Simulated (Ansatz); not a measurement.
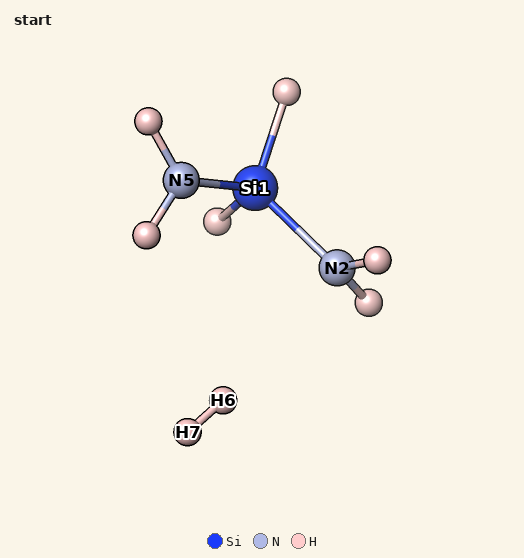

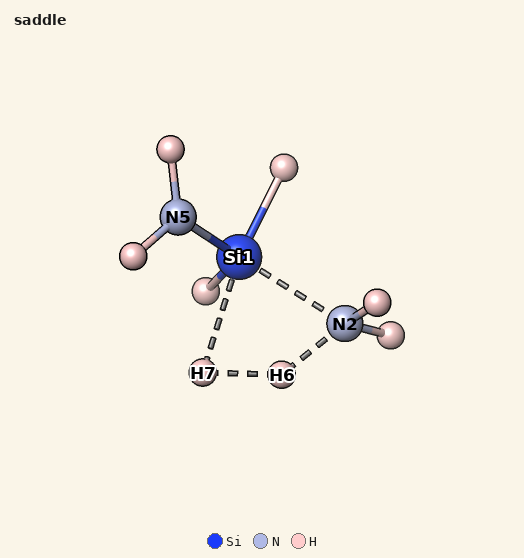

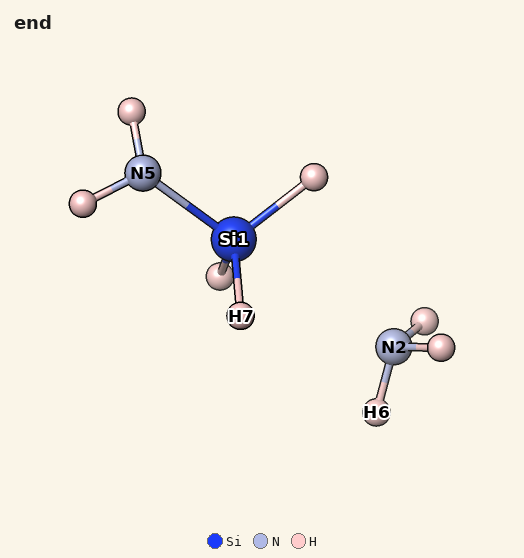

A saddle point and the two end points reached downhill from it. Broken sticks mark bonds that form or break. The species is neutral and a spin singlet. Geometries: PBE0-D4/def2-TZVP; all other levels are single points on them, and energies count from the start as drawn. Program: Ansatz 0.2.0. In CBS estimates cores are frozen, and CCSD(T) − MP2 is taken in the smaller basis.

### Which bonds form and which break from start to end?

Formed: Si1–H7, N2–H6; broken: Si1–N2, H6–H7. At the saddle point Si1···H7 is 1.88 Å, N2···H6 is 1.21 Å, Si1···N2 is 1.87 Å, H6···H7 is 1.15 Å.

Give the electronic barrier and the reaction energy from start to end in kJ/mol (no zero-point energy) with CCSD(T)/CBS (MP2 limit from def2-TZVPP and def2-QZVPP plus CCSD(T) − MP2); PBE-D4/def2-TZVPP; RHF-CCSD(T) (frozen core)/def2-TZVPP; CAM-B3LYP-D4/def2-TZVPP; BHLYP-D4/def2-TZVPP.

```json
{"level": "CCSD(T)/CBS (MP2 limit from def2-TZVPP and def2-QZVPP plus CCSD(T) − MP2)", "barrier": "199.1", "reaction energy": "+37.9"}
{"level": "PBE-D4/def2-TZVPP", "barrier": "160.6", "reaction energy": "+31.4"}
{"level": "RHF-CCSD(T) (frozen core)/def2-TZVPP", "barrier": "197.6", "reaction energy": "+33.1"}
{"level": "CAM-B3LYP-D4/def2-TZVPP", "barrier": "193.6", "reaction energy": "+36.2"}
{"level": "BHLYP-D4/def2-TZVPP", "barrier": "206.4", "reaction energy": "+35.5"}
```
